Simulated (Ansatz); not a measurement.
## Dissociation curves of NH (SMILES [NH])

The species is NH (2 atoms), meant as a triplet with charge 0. SMILES: `[NH]`. Geometry: the measured bond length.

```xyz
2

N     0.0000    0.0000    0.0000
H     0.0000    0.0000    1.0362
```

The N1–H2 distance is scanned; the parts on either side stay rigid. Basis 6-311G(d,p), 1 core orbital frozen in the correlated methods; program Ansatz 0.2.0. FCI is exact within this basis and core. Energies in eV from each method's value at 1.036 Å; open shells run as named. The shape above is that at 1.036 Å.

```tsv
distance (Å)	UBLYP	UB3LYP	UBHLYP	U-r2SCAN0	UCCSD(T)	FCI
1.036	0.00	0.00	0.00	0.00	0.00	0.00
1.295	0.59	0.69	0.83	0.78	0.68	0.68
1.554	1.65	1.85	2.07	1.96	1.75	1.72
2.072	3.14	3.25	3.21	3.09	2.98	2.91
2.590	3.60	3.59	3.44	3.36	3.18	3.16
```

Departure from the FCI curve at its largest: UBLYP +0.44 eV at 2.59 Å; UB3LYP +0.43 eV at 2.59 Å; UBHLYP +0.34 eV at 1.55 Å; U-r2SCAN0 +0.24 eV at 1.55 Å; UCCSD(T) +0.07 eV at 2.07 Å. For the functionals part of the departure is owed to the small basis.

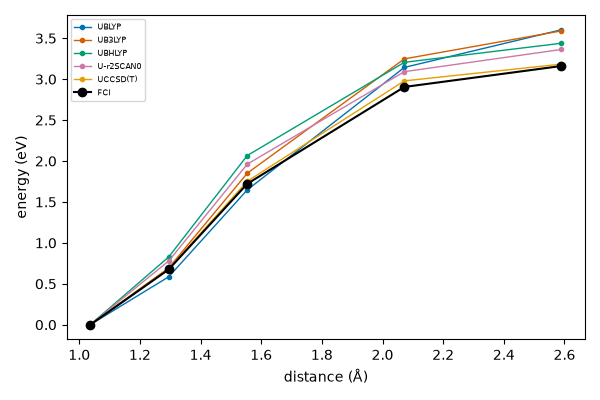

The curves of the table.
